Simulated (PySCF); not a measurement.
# Br2Te: electronic structure

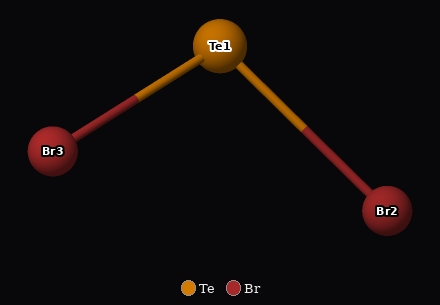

The molecule, with its atoms numbered as below. No frequency check shows the geometry to be a minimum.

Geometry (Å), atoms numbered from 1:

```
Te1     -0.0000   -0.9386    0.0000
Br2     -1.8703    0.6973    0.0000
Br3      1.8703    0.6973    0.0000
```

## 1. Bonding charge

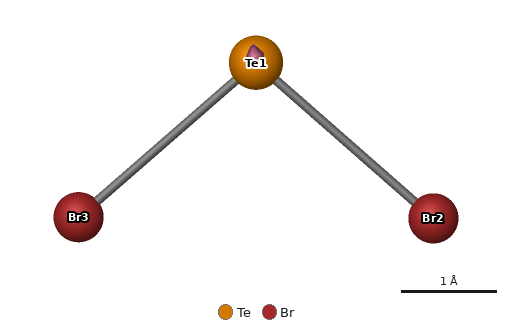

Deformation density (molecule less spherical, spin-averaged free atoms at the same positions), surfaces at ±0.3 e/Å³; purple: gain, green: loss.

Computed with PySCF, PBE0/def2-SVPD, geometry: GFN2-xTB. Core potentials replace the inner electrons of Te; spin–orbit coupling isn't included.

Question: How much density has each bond gained at its critical point, relative to the free atoms?

Answer: Te1–Br2 and Te1–Br3: +0.01 e/Å³ at the bond critical point (bond length 2.48 Å). In all, 0.9 electrons gather in the regions of gain relative to the promolecule. A small or negative value marks a very polar bond, one between electron-rich atoms, whose free-atom densities already overlap strongly, a long bond to a heavier atom, or a closed-shell contact such as a hydrogen bond.

## 2. Bond critical points

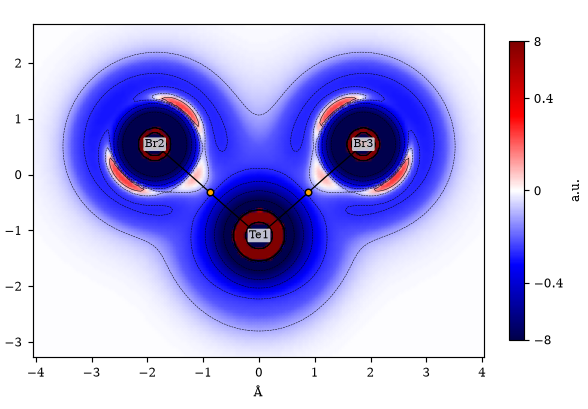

Negative Laplacian of the density (−∇²ρ) in the molecular plane (red positive, blue negative, colour scale in a.u., logarithmic beyond ±0.04), with bond paths and bond critical points (dots).

Question: At which bond critical points in this plane is charge locally concentrated, and at which depleted?

Answer: At none is it concentrated. Depleted (∇²ρ > 0): Te1–Br2 and Te1–Br3 (+0.06 a.u., H = −0.027).

## 3. Local ionisation energy

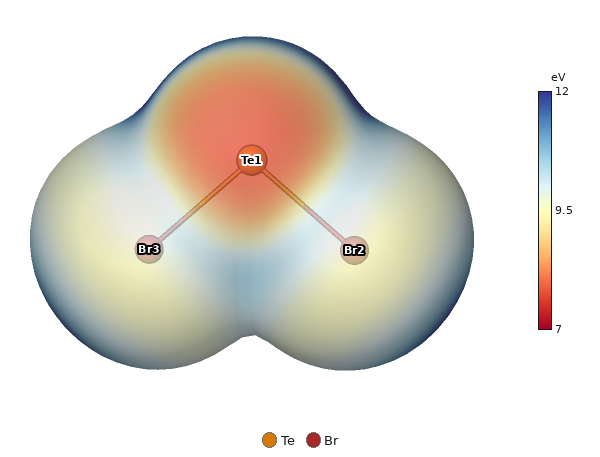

Average local ionisation energy on the surface of electron density 0.001 a.u.

Question: Where are the most loosely bound electrons on this surface?

Answer: The lowest value is 7.7 eV, off the molecular plane, over Te1 (2.6 Å), and at like points elsewhere. Further minima include 9.4 eV, off the molecular plane, over Br2 (2.3 Å), and at like points elsewhere. For comparison, the highest occupied orbital lies at −6.6 eV.

Question: What volume does the surface enclose, and what is the dipole moment?

Answer: About 125 Å³; the dipole moment is 1.6 D.
